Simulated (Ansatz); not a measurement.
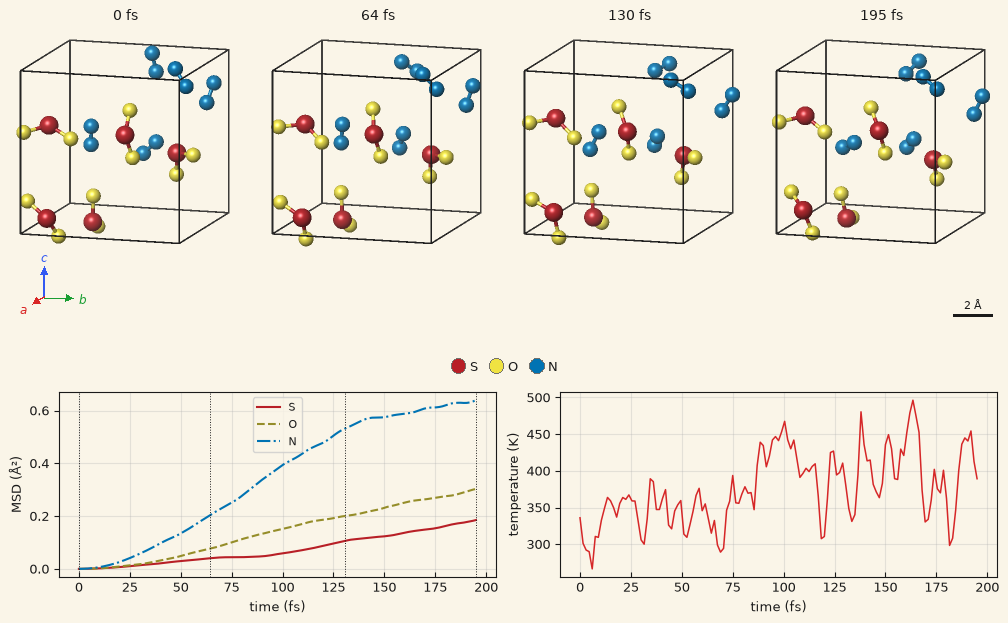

First-principles dynamics of a periodic cell with 5 SO2 + 5 N2 at 1.158 g/cm³, 195 fs long. Frames and the history of the run. The picture is a ball-and-stick view of the simulation cell, seen slightly off an axis.

Computed with DFT PBEsol, scalar-relativistic, plane waves, PAW in Ansatz. Settings: plane-wave cutoff 420 eV; k-point mesh 1 × 1 × 1; Fermi-Dirac smearing 0.02 eV; low-accuracy preset; Langevin thermostat (NVT); set temperature 350 K; time step 1.5 fs; friction 0.02 per fs.

The input:
```yaml
accuracy: low
crystal:
  lattice:
    - [8.706588, 0.0, 0.0]
    - [0.0, 8.706588, 0.0]
    - [0.0, 0.0, 8.706588]
  atoms:
    - { symbol: S, position: [0.67945789, 0.07973576, 0.61008738] }
    - { symbol: O, position: [0.71623633, 0.22830039, 0.54267923] }
    - { symbol: O, position: [0.78285906, -0.04734305, 0.5786059] }
    - { symbol: S, position: [0.48487962, 0.29494242, -0.0059474] }
    - { symbol: O, position: [0.3286663, 0.27797869, -0.06276759] }
    - { symbol: O, position: [0.50874743, 0.30572937, 0.15852261] }
    - { symbol: S, position: [0.94548815, 0.14822844, 0.09327436] }
    - { symbol: O, position: [0.84397927, 0.19144784, -0.03225015] }
    - { symbol: O, position: [0.9056941, 0.01493752, 0.18401035] }
    - { symbol: S, position: [0.6744714, 0.55671669, 0.57738728] }
    - { symbol: O, position: [0.57235296, 0.55602727, 0.70913556] }
    - { symbol: O, position: [0.60712082, 0.58424634, 0.42732653] }
    - { symbol: S, position: [0.35229835, 0.78377744, 0.42031206] }
    - { symbol: O, position: [0.45146509, 0.91765109, 0.43351596] }
    - { symbol: O, position: [0.27848454, 0.75771768, 0.27375458] }
    - { symbol: "N", position: [0.06980771, 0.92899827, 0.80503365] }
    - { symbol: "N", position: [0.11551309, 0.8976725, 0.69148831] }
    - { symbol: "N", position: [0.02219401, 0.54969973, 0.41205408] }
    - { symbol: "N", position: [-0.01127416, 0.458727, 0.33094888] }
    - { symbol: "N", position: [0.03980023, 0.53052185, 0.95832779] }
    - { symbol: "N", position: [0.0016479, 0.54302223, 0.83846052] }
    - { symbol: "N", position: [0.43509211, 0.7993941, 0.95239602] }
    - { symbol: "N", position: [0.46199463, 0.87510285, 0.85408035] }
    - { symbol: "N", position: [0.2713205, 0.21844506, 0.53582038] }
    - { symbol: "N", position: [0.23292687, 0.20544549, 0.41587386] }
basis:
  ecutwfc: 420.0
kpoints:
  mp_grid: { grid: [1, 1, 1] }
hamiltonian:
  xc: pbesol
scf:
  occupations: { method: fermi_dirac, width: 0.02 }
  lower_state_search: "off"
md:
  timestep: 1.5
  n_steps: 130
  ensemble: nvt_langevin
  temperature: 350.0
  initial_velocities: maxwell_boltzmann
  seed: 381458
  friction: 0.02
```

Launched with:
```bash
ansatz run input.yaml --threads 1 --pin off --max-ram 3072MiB --backend cpu --events-out ev --progress --plain --runs-dir out
```

Q: Describe the run.

A: Over the second half the temperature averages 401 K (spread ±45 K). The potential energy in the second half lies on average 34.2 meV per atom above the first frame. In the second half of the run the atoms are, in the root-mean-square, this far from where they began (common drift taken out): N 0.74 Å, O 0.47 Å, S 0.35 Å. The heavy atoms stay within a fraction of a molecule's size of their starting places; so short a run doesn't tell a liquid from a solid.

Limits of the set-up: the program's low-accuracy preset was used.

The run took 8.2 min on 1 thread of Arm Neoverse V2, on a shared host, peak memory 0.56 GiB.
